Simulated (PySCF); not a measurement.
SMILES C[Si](C)(C)C[SiH3] at its GFN2-xTB optimised geometry (Å):

```
20

C     -0.9208    -1.5572    -1.5720
Si    -0.2921    -0.6715     0.0000
C      1.6146    -0.6715     0.0000
C     -0.9282     1.1256     0.0000
C     -0.9412    -1.5965     1.5434
Si    -0.5461    -0.8210     3.2295
H     -0.5869    -2.5899    -1.6072
H     -2.0059    -1.5635    -1.6157
H     -0.5613    -1.0675    -2.4719
H      2.0111    -0.1769    -0.8816
H      2.0061    -0.1546     0.8704
H      2.0112    -1.6822     0.0134
H     -2.0112     1.1620     0.0679
H     -0.6401     1.6487    -0.9069
H     -0.5285     1.6822     0.8418
H     -2.0235    -1.6986     1.4589
H     -0.5460    -2.6127     1.5307
H     -1.1678     0.5009     3.3408
H     -1.0727    -1.6761     4.3002
H      0.9026    -0.6901     3.4064
```

Computed with PySCF with PBE/def2-SVP. Cells within 0.4 Å of a nucleus heavier than hydrogen are left out (blank, or x).

Map of the deformation density (molecule minus spherical neutral atoms) (e/bohr³) on the plane z = 0.0 Å:

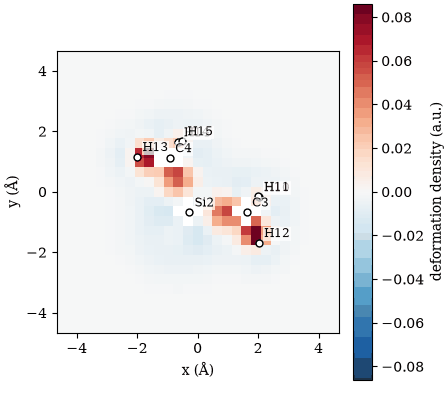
Figure. Deformation density (molecule minus spherical neutral atoms) (e/bohr³) on the plane z = 0.0 Å.
